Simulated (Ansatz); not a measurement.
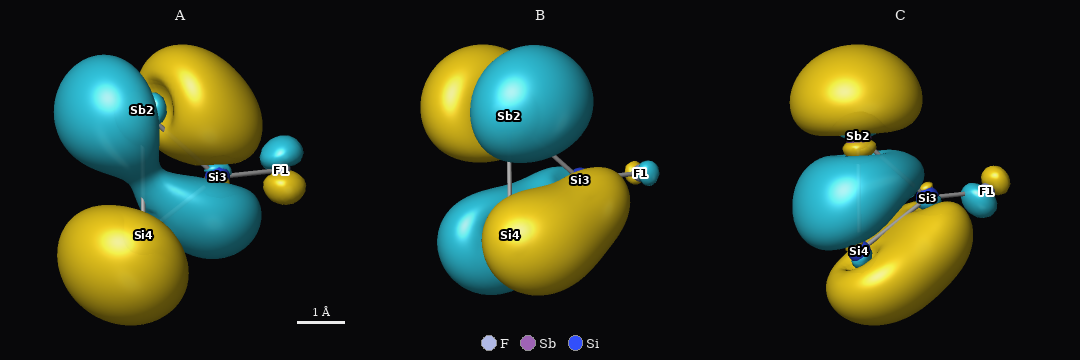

FSbSi2 (SMILES F[Si]1=[Si]=[Sb]1). Three frontier orbitals at ±0.08 Å⁻³ᐟ² (yellow and cyan are the two phases), in no order.

Geometry: PBE0-D3(BJ)/def2-SVP; core potentials replace the inner electrons of Sb.

All numbers below come from isolated molecule in a Gaussian basis; Kohn-Sham density functional theory, functional PBE0 (Ansatz 0.2.0).

```xyz
4

F     1.8453   -1.5321   -2.2995
Sb   -0.4190    1.3640   -3.0042
Si    0.4097   -0.8138   -2.5180
Si   -1.8300   -0.8744   -2.6174
```

### Which picture is the HOMO−1, the HOMO and the LUMO?

C is the HOMO−1 (−6.90 eV). Its weight (Hirshfeld) is mainly on Sb2 (about 50 %), Si4 (about 35 %) and Si3 (about 15 %); it is symmetric in the molecular plane (an in-plane orbital: σ, lone-pair or in-plane π type). A is the HOMO (−6.26 eV). By Hirshfeld shares it lies mainly on Si4 (about 40 %), Sb2 (about 35 %) and Si3 (about 25 %); it is symmetric in the molecular plane (an in-plane orbital: σ, lone-pair or in-plane π type). B is the LUMO (−3.02 eV). Its weight (Hirshfeld) is mainly on Sb2 (about 50 %), Si4 (about 35 %) and Si3 (about 15 %); it changes sign across the molecular plane (π type); π-bonding across Si3–Si4; π-antibonding (a node) across Sb2–Si4.

### What is the HOMO–LUMO gap?

3.24 eV between the orbital energies.
